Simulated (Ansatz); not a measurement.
**CH3F3OSi: density, localisation and related maps**

Input

```
basis:
  gaussian:
    orbitals: def2-SVPD
crystal:
  periodic: [false, false, false]
  atoms:
    - symbol: C
      position_ang: [-1.245099, 2.361987, -1.867195]
    - symbol: F
      position_ang: [0.563018, -0.192877, -0.716057]
    - symbol: F
      position_ang: [1.865158, 2.016829, -0.727095]
    - symbol: F
      position_ang: [0.661996, 1.247665, 1.440758]
    - symbol: O
      position_ang: [-0.794224, 2.096819, -0.546395]
    - symbol: Si
      position_ang: [0.555961, 1.302652, -0.146857]
    - symbol: H
      position_ang: [-1.430053, 1.425545, -2.419797]
    - symbol: H
      position_ang: [-2.187543, 2.922270, -1.797245]
    - symbol: H
      position_ang: [-0.512022, 2.970233, -2.423206]
hamiltonian:
  xc: {name: PBE0}
output: {forces: true, orbitals: {seedname: orbitals}}
```

Run with:

```sh
ansatz run input.yaml --threads 2 --pin off --max-ram 4350MiB --events-out events.jsonl --progress --plain --runs-dir runs
```

Geometry: r2SCAN-D4/def2-SVP.

Theory: Ansatz 0.2.0, isolated molecule in a Gaussian basis; Kohn-Sham density functional theory, functional PBE0.

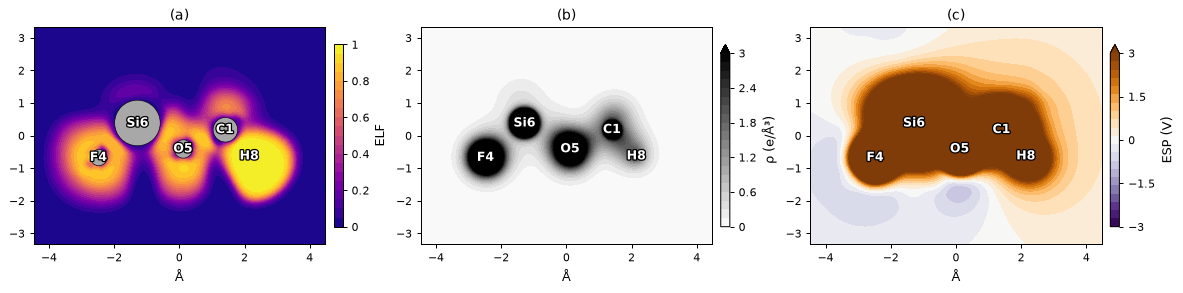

Figure 1. (a) electron localisation function; (b) total electron density; (c) electrostatic potential on the plane of atoms F4, Si6 and O5. Grey discs cover the atomic cores in the ELF map.

Question: What do the fields say about this system?

Answer:
- The plane passes through C, F, O, Si and H nuclei.
- C–O (1.42 Å): ρ is about 2 e/Å³ halfway, with its minimum of 1.6 e/Å³ about 0.5 Å from C; the ELF peaks at about 0.90 between the atoms: a polar covalent bond.
- Si–F (1.59 Å): ρ is about 1.1 e/Å³ halfway; the ELF peaks at about 0.85 in the valence shell of F, 0.7 Å from its nucleus, and is about 0.40 at the midpoint.
- Si–O (1.62 Å): ρ at the midpoint is about 1.2 e/Å³; the ELF peaks at about 0.85 between the atoms, as expected for a short, strongly polar bond.
- C–H (1.10 Å): ρ at the midpoint is about 2 e/Å³; the ELF climbs to about 1 towards the hydrogen, as it does in any bond to H (an ordinary covalent bond to hydrogen).
- The ELF also peaks beside F4 and O5, away from the bonds: lone-pair regions.
- Outside the dense part of the molecule the potential is most negative (−0.9 V) near O5.

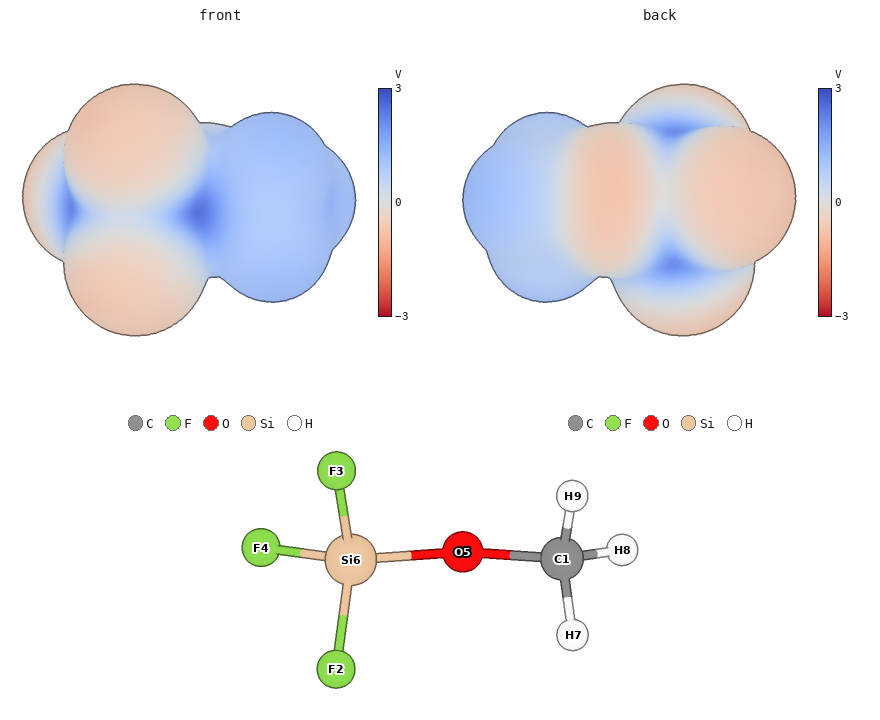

Figure 2. The electrostatic potential painted on the density surface at 0.002 e/bohr³, seen from the front and from behind; the colour scale runs from red (negative) to blue (positive). The bare structure is drawn below in the same view.

Question: Where is the surface potential most negative and most positive?

Answer: The most negative region (about −0.7 V) lies over F3, F4 and O5, the most positive (about +2.1 V) over Si6.

Question: What dipole moment does the calculation give?

Answer: Its dipole moment is 2.54 D.

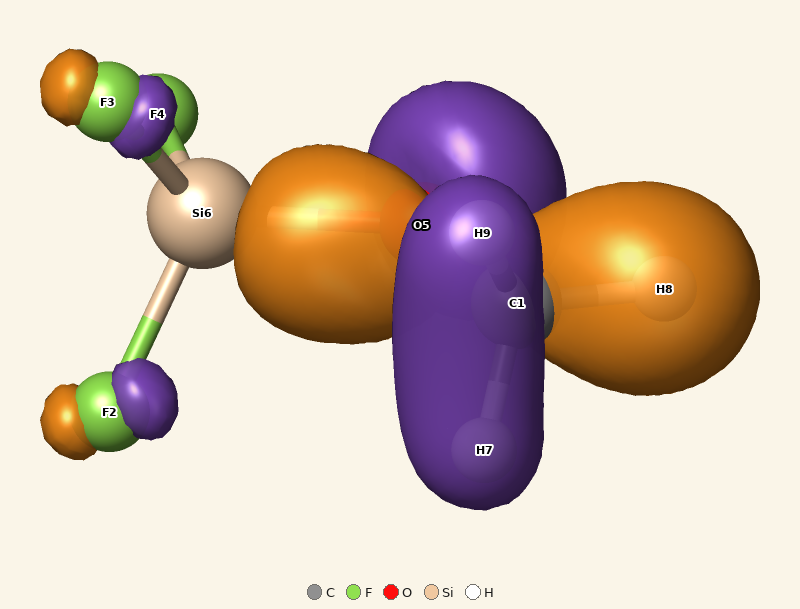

Figure 3. The HOMO−1 at ±0.15 Å⁻³ᐟ² (orange and purple are the two phases), seen at a tilt.

Question: Describe this orbital and give its energy.

Answer: It lies mainly on O5 (about 45 %), C1 (about 20 %), H8 (about 10 %) and Si6 (about 5 %). Its energy is −10.08 eV.
